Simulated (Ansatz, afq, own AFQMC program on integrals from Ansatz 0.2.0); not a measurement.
# SiGeH (quartet): AFQMC on the coupled-cluster ladder at angle Si1–Ge2–H3 = 72.1°, cc-pVDZ, part 2 of 2

Ansatz 0.2.0, Gaussian basis, and an in-house AFQMC program (afq) on its integrals; all values are calculated; cc-pVDZ, frozen cores. The steps go on from the part before.

### 9 CCSDT(Q) on UHF

The input, in.yaml:

```yaml
crystal:
  periodic: [false, false, false]
  atoms:
    - {symbol: Si, position_ang: [0.000000, 0.549351, 1.638717]}
    - {symbol: Ge, position_ang: [0.000000, -0.231283, -0.624492]}
    - {symbol: H, position_ang: [0.000000, 1.360771, -0.655909]}
basis:
  gaussian: {orbitals: cc-pVDZ}
magnetization: {spin_polarized: true, initial_magnetization: 3}
correlation: {method: ccsdt_q, electrons: outside_noble_gas}
```

Run with:

```sh
$ ansatz run in.yaml --threads 1 --pin off --events-out ev --progress --plain --max-ram 1382MiB
```

Log (excerpt; [...] marks lines left out):

```text
Functional definition: HF
  name "HF"
  cite "Fock, Z. Phys. 61, 126 (1930) doi:10.1007/BF01340294"
  parent pbe
[...]
989 factors; integrals over basis functions are off by at most 1.8e-7 eV
[...]
mean field -64347.79408509 eV, -2364.7378161256 hartree, gradient 4.5e-6 eV, S^2 3.770220; 17 other end points of the search recorded, 0 dependent functions left out
determinant -64347.79408509 eV, -2364.7378161256 hartree, with singles and doubles -64352.35372405 eV, -2364.9053797668 hartree
determinant -64347.40570992 eV, -2364.7235436016 hartree, with singles and doubles -64351.74282958 eV, -2364.8829298090 hartree
determinant -64345.58737992 eV, -2364.6567212063 hartree, with singles and doubles -64349.84166251 eV, -2364.8130632081 hartree
determinant -64345.51052946 eV, -2364.6538970043 hartree, with singles and doubles -64349.88060389 eV, -2364.8144942771 hartree
[...]
determinant -64344.89015191 eV, -2364.6310985496 hartree, with singles and doubles -64349.76187135 eV, -2364.8101309368 hartree
determinant -64344.38693417 eV, -2364.6126056388 hartree, with singles and doubles -64348.72157083 eV, -2364.7719005980 hartree
determinant -64344.31734310 eV, -2364.6100482143 hartree, with singles and doubles -64348.85991798 eV, -2364.7769847620 hartree
19 core orbitals not correlated: weight in the atoms' cores, before any rotation towards them, 1.000 or more for the frozen orbitals, at most 0.000 for the correlated occupied ones
reference -64347.79408509 eV, -2364.7378161256 hartree; 6, 3 occupied and 25, 28 virtual orbitals, 989 factors
second order -3.63860699 eV of doubles, -0.00000000 eV of singles
cycle   1  -4.27581240 eV  change   -6.4e-1 eV  update   8.9e-2
[...]
cycle  18  -4.78572559 eV  change   -6.6e-7 eV  update   8.6e-7
perturbative correction -0.01305448 eV, -0.0004797432 hartree
Total energy: -64352.59286515 eV, -2364.9141680403 hartree
```

It took 17 s on 1 thread of Arm Neoverse V2, shared host.

From the report: ⟨S²⟩ of the determinant 3.770 (pure quartet: 3.75); correlation -4.7988 eV; T1 0.025; largest double amplitude 0.09.

### 10 Phaseless AFQMC, CISD trial on UHF

It reads the integrals that the CCSD(T) run on this determinant wrote.

Run with:

```sh
$ afq ham --method phaseless --trial cisd --walkers 60 --populations 1 --least-time 40 --time-step 0.005 --steps-per-block 50 --equilibration-blocks 28 --max-blocks 300 --target-error 0.00036 --factor-cut 1e-05 --start spin_pure --seed 8861 --release-times 0.24,0.51,0.99,1.62,2.4 --release-step 0.03 --release-every 4 --taylor-order 6
```

Log:

```text
orbitals 31  electrons 6 3  factors 239 of 556
reference energy -2364.73781298 Eh
CCSD correlation -0.16757934 Eh in 13 cycles, weight of the determinant in the CISD state 0.8622
energy of the start -2364.904840 Eh
 block  time / (1/Eh)  mean weight  energy / Eh
     1     0.250  1.0002  -2364.903087
     2     0.500  1.0005  -2364.904168
     3     0.750  1.0001  -2364.904984
     4     1.000  1.0013  -2364.905647
     5     1.250  0.9999  -2364.909173
     6     1.500  1.0015  -2364.910349
     7     1.750  1.0001  -2364.912582
     8     2.000  1.0001  -2364.911156
     9     2.250  0.9993  -2364.911619
    10     2.500  1.0004  -2364.907589
    13     3.250  1.0009  -2364.920537
    19     4.750  0.9971  -2364.912478
    25     6.250  1.0011  -2364.911563
    31     7.750  1.0005  -2364.913910
    37     9.250  1.0009  -2364.914389
    43    10.750  0.9999  -2364.912622
    49    12.250  1.0009  -2364.917374
    55    13.750  1.0001  -2364.920400
    61    15.250  1.0002  -2364.911846
    67    16.750  0.9989  -2364.911933
    73    18.250  0.9999  -2364.912204
    79    19.750  1.0011  -2364.912287
    85    21.250  1.0010  -2364.918066
    91    22.750  0.9996  -2364.913376
    97    24.250  1.0004  -2364.912504
   103    25.750  1.0004  -2364.910827
   109    27.250  1.0007  -2364.920592
   115    28.750  0.9977  -2364.910598
   121    30.250  0.9998  -2364.910498
   127    31.750  1.0002  -2364.912062
   133    33.250  0.9983  -2364.912012
   139    34.750  1.0014  -2364.915321
   145    36.250  1.0010  -2364.915385
   151    37.750  0.9989  -2364.914975
   157    39.250  1.0004  -2364.912956
   163    40.750  0.9983  -2364.914302
   169    42.250  1.0013  -2364.913492
   175    43.750  1.0009  -2364.917607
   181    45.250  1.0012  -2364.913702
   187    46.750  1.0002  -2364.913366
   193    48.250  1.0007  -2364.916971
   199    49.750  0.9991  -2364.912918
   205    51.250  0.9997  -2364.915501
   211    52.750  1.0014  -2364.915039
   217    54.250  1.0009  -2364.912738
   223    55.750  1.0009  -2364.907501
   229    57.250  0.9981  -2364.916680
   235    58.750  0.9998  -2364.915726
   241    60.250  0.9999  -2364.915404
   247    61.750  1.0002  -2364.921751
   253    63.250  0.9995  -2364.918196
   259    64.750  1.0009  -2364.913306
   265    66.250  0.9999  -2364.914868
   271    67.750  1.0001  -2364.913035
   277    69.250  0.9986  -2364.910935
blocks merged  error / Eh  count
     1  0.000209  250
     2  0.000269  125
     4  0.000315  62
     8  0.000357  31
    16  0.000351  15
released: time / (1/Eh)  energy / Eh  error  mean overlap
  0.24  -2364.914792  0.000369  0.9934
  0.51  -2364.914777  0.000380  0.9985
  0.99  -2364.914190  0.000397  1.0021
  1.62  -2364.914151  0.000391  1.0155
  2.40  -2364.914202  0.000456  1.0334
energy -2364.914356 +/- 0.000357 Eh
```

It took 3 min on 1 thread of Arm Neoverse V2, shared host.

Energy -64352.5980 ± 0.0097 eV. Caveats: constraint bias not in the error.

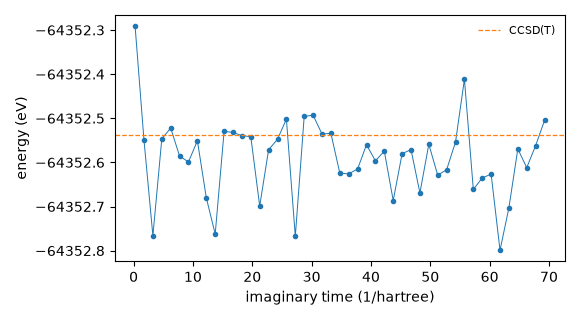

Block energies along the walk.

### 11 Phaseless AFQMC, single-determinant trial on UHF

It reads the integrals that the CCSD(T) run on this determinant wrote.

Run with:

```sh
$ afq ham --method phaseless --trial hf --walkers 120 --populations 1 --least-time 40 --time-step 0.005 --steps-per-block 20 --equilibration-blocks 112 --max-blocks 600 --target-error 0.00108 --factor-cut 1e-05 --start spin_pure --seed 6145 --taylor-order 6
```

Log:

```text
orbitals 31  electrons 6 3  factors 239 of 556
reference energy -2364.73781298 Eh
CCSD correlation -0.16757934 Eh in 13 cycles, weight of the determinant in the CISD state 0.8622
energy of the start -2364.738095 Eh
 block  time / (1/Eh)  mean weight  energy / Eh
     1     0.100  1.0011  -2364.760349
     2     0.200  1.0017  -2364.778673
     3     0.300  1.0013  -2364.790838
     4     0.400  1.0003  -2364.806380
     5     0.500  1.0016  -2364.821540
     6     0.600  1.0010  -2364.833283
     7     0.700  1.0008  -2364.842101
     8     0.800  1.0003  -2364.849096
     9     0.900  1.0001  -2364.848978
    10     1.000  0.9998  -2364.855439
    18     1.800  1.0006  -2364.881815
    35     3.500  0.9990  -2364.905736
    52     5.200  1.0002  -2364.914581
    69     6.900  0.9997  -2364.912699
    86     8.600  1.0001  -2364.920380
   103    10.300  1.0006  -2364.917513
   120    12.000  0.9995  -2364.909282
   137    13.700  0.9997  -2364.904053
   154    15.400  0.9988  -2364.907601
   171    17.100  1.0006  -2364.906265
   188    18.800  0.9995  -2364.912846
   205    20.500  1.0009  -2364.912520
   222    22.200  0.9998  -2364.905422
   239    23.900  0.9999  -2364.899006
   256    25.600  0.9983  -2364.915234
   273    27.300  0.9992  -2364.899073
   290    29.000  1.0009  -2364.921122
   307    30.700  0.9998  -2364.918852
   324    32.400  1.0000  -2364.887806
   341    34.100  0.9999  -2364.898674
   358    35.800  1.0011  -2364.888973
   375    37.500  1.0005  -2364.925958
   392    39.200  0.9994  -2364.913016
   409    40.900  1.0000  -2364.914998
   426    42.600  0.9990  -2364.907851
   443    44.300  0.9997  -2364.892207
   460    46.000  1.0000  -2364.913709
   477    47.700  0.9990  -2364.924943
   494    49.400  1.0001  -2364.894905
   511    51.100  0.9999  -2364.910127
   528    52.800  0.9991  -2364.896921
   545    54.500  1.0014  -2364.928659
   562    56.200  1.0001  -2364.902407
   579    57.900  1.0000  -2364.932000
   596    59.600  1.0004  -2364.907473
   613    61.300  0.9997  -2364.916419
   630    63.000  1.0000  -2364.909856
   647    64.700  0.9997  -2364.878890
   664    66.400  0.9989  -2364.909486
   681    68.100  1.0015  -2364.914964
   698    69.800  0.9993  -2364.900354
blocks merged  error / Eh  count
     1  0.000507  600
     2  0.000693  300
     4  0.000941  150
     8  0.001243  75
    16  0.001508  37
    32  0.001507  18
    64  0.001190  9
energy -2364.909367 +/- 0.001508 Eh
```

Run time: 2.5 min. Hardware: 1 thread of Arm Neoverse V2, shared host.

Energy -64352.4622 ± 0.0410 eV. Caveats: constraint bias not in the error.

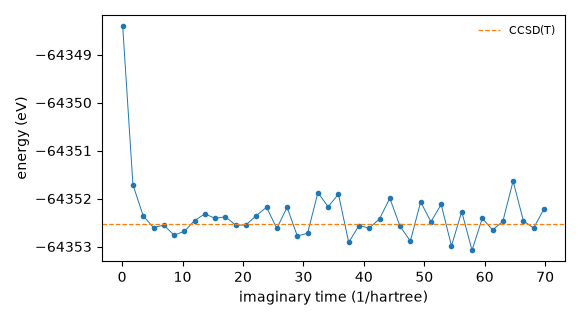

Block energies along the walk.

### 12 Free-projection AFQMC, CISD trial on UHF

It reads the integrals that the CCSD(T) run on this determinant wrote.

Run with:

```sh
$ afq ham --method free --trial cisd --walkers 60 --time-step 0.03 --max-blocks 80 --target-error 0.00036 --factor-cut 1e-05 --seed 8171 --times 0,0.3,0.6,1.2,1.8,2.4,3.6,4.8,6 --taylor-order 8
```

Log:

```text
orbitals 31  electrons 6 3  factors 239 of 556
reference energy -2364.73781298 Eh
CCSD correlation -0.16757934 Eh in 13 cycles, weight of the determinant in the CISD state 0.8622
repeat  energy at the last time / Eh  error
    10  -2364.912093  0.001353
    20  -2364.912721  0.000874
    30  -2364.913195  0.000667
    40  -2364.912912  0.000605
    50  -2364.913153  0.000556
    60  -2364.913646  0.000517
    70  -2364.913722  0.000483
    80  -2364.913888  0.000449
time / (1/Eh)  energy / Eh  error  mean overlap
  0.00  -2364.905289  0.000080  1.1597
  0.30  -2364.908846  0.000133  1.1521
  0.60  -2364.910625  0.000154  1.1573
  1.20  -2364.912292  0.000207  1.1660
  1.80  -2364.912871  0.000220  1.1755
  2.40  -2364.913366  0.000277  1.1775
  3.60  -2364.914065  0.000303  1.1793
  4.80  -2364.914098  0.000415  1.2196
  6.00  -2364.913888  0.000449  1.2540
energy -2364.913888 +/- 0.000449 Eh
```

It took 2.6 min on 1 thread of Arm Neoverse V2, shared host.

Energy -64352.5852 ± 0.0122 eV. Caveats: remainder of the start not in the error.

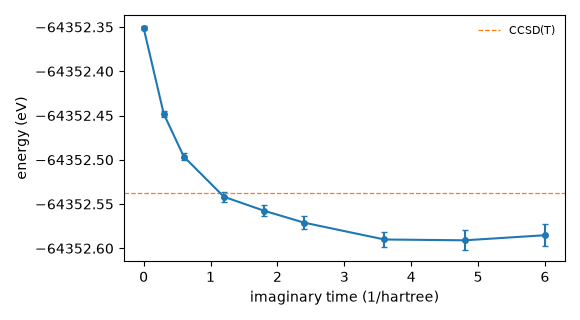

Energy against projection time, with error bars.

### 13 All levels side by side

On the UHF determinant, counted from CCSDT(Q) (a yardstick, not exact):

| level | energy (eV) | from CCSDT(Q) (kJ/mol) | statistical error (kJ/mol) | time |
| --- | --- | --- | --- | --- |
| HF | -64347.7940 | +463.0 |  |  |
| MP2 | -64351.4326 | +111.9 |  |  |
| CCSD | -64352.3541 | +23.0 |  |  |
| CCSD(T) | -64352.5372 | +5.4 |  |  |
| CCSDT(Q) | -64352.5929 | 0.0 |  |  |
| Phaseless AFQMC, CISD trial, step 0.005, 60 walkers | -64352.5980 | -0.5 | 0.9 | 3 min |
| Phaseless AFQMC, single-determinant trial, step 0.005, 120 walkers | -64352.4622 | +12.6 | 4.0 | 2.5 min |
| Free-projection AFQMC, CISD trial, step 0.03, 60 walkers | -64352.5852 | +0.7 | 1.2 | 2.6 min |

The functionals' totals stand on their own zeros and serve differences with other points: PBE -64394.963 eV; r2SCAN -64406.376 eV; PBE0 -64397.046 eV; B3LYP -64409.223 eV; wB97M-V -64403.617 eV; B2PLYP -64392.576 eV.

### 14 Summary of results

This closing draws on all 2 parts.

```
                                                      quantity               value
                                  CCSD(T) on UHF from CCSDT(Q)         +5.4 kJ/mol
              Phaseless AFQMC, CISD trial on UHF from CCSDT(Q)   -0.5 ± 0.9 kJ/mol
Phaseless AFQMC, single-determinant trial on UHF from CCSDT(Q)  +12.6 ± 4.0 kJ/mol
        Free-projection AFQMC, CISD trial on UHF from CCSDT(Q)   +0.7 ± 1.2 kJ/mol
```

What this shows: On UHF the phaseless walk with the CISD trial lies -0.5 kJ/mol from CCSDT(Q), within three error bars. Free projection has no constraint; at the last time it gives +0.7 ± 1.2 kJ/mol, and from a start that isn't spin pure other spins can mix in. Error bars are statistical and leave out the constraint, the time step and what remains of the start.
